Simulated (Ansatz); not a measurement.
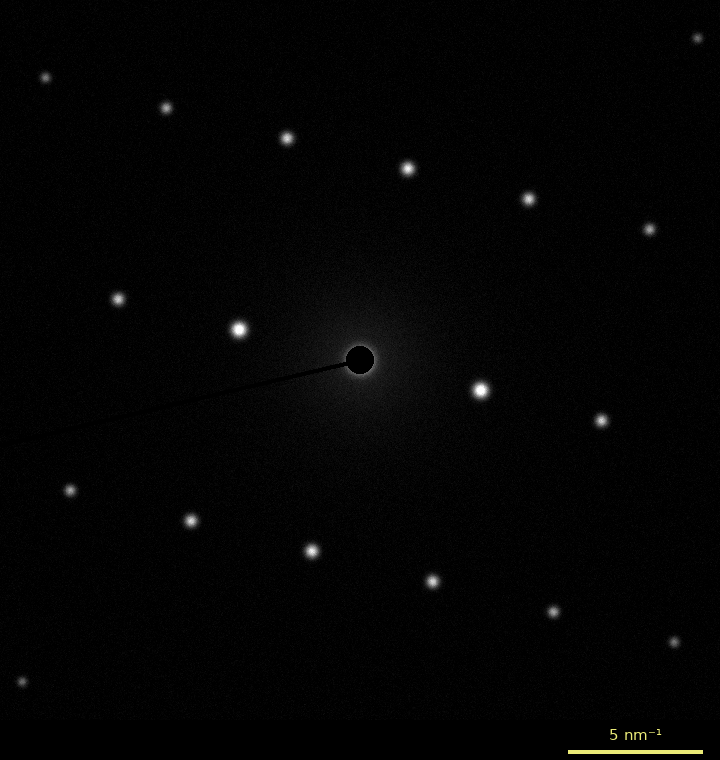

Simulated selected-area electron diffraction pattern (120 kV, kinematic approximation, thin crystal, B = 0.5 Å² for all atoms).

Phase: Os, space group P6_3/mmc (No. 194), a = 2.71 Å, c = 4.28 Å (hexagonal axes). Structure: the geometry relaxed at fixed volume with Ansatz, DFT r2SCAN, scalar-relativistic, plane waves, PAW.

Measure the pattern against the scale bar and name the zone.

Answer. The spots form a rectangular net whose two shortest vectors correspond to d = 2.14 Å and 1.35 Å, 90.0° apart. They index as 0 0 2 and 1 -2 0, so the zone axis is [210] (or an equivalent direction of <210>). The zone [212] gives nearly the same net, so geometry alone does not settle it; this pattern was computed for [210].

Which reflections of this zone are missing, and why?

Answer. A glide plane extinguishes reflections such as 1 -2 -1, 1 -2 1, 1 -2 -3; a screw axis and a glide plane both extinguish reflections such as 0 0 1, 0 0 3, 0 0 5.

List the strongest reflections.

Answer. Strongest reflections with d > 0.80 Å, one of each family (|F|² from tabulated Gaussian fits of the electron scattering factors, times a small damping for the curvature of the Ewald sphere):

| hkl | d (Å) | I (strongest = 100) |
| --- | --- | --- |
| 0 0 2 | 2.141 | 100 |
| 1 -2 0 | 1.353 | 40 |
| 1 -2 2 | 1.143 | 26 |
| 0 0 4 | 1.070 | 22 |
| 1 -2 4 | 0.839 | 10 |
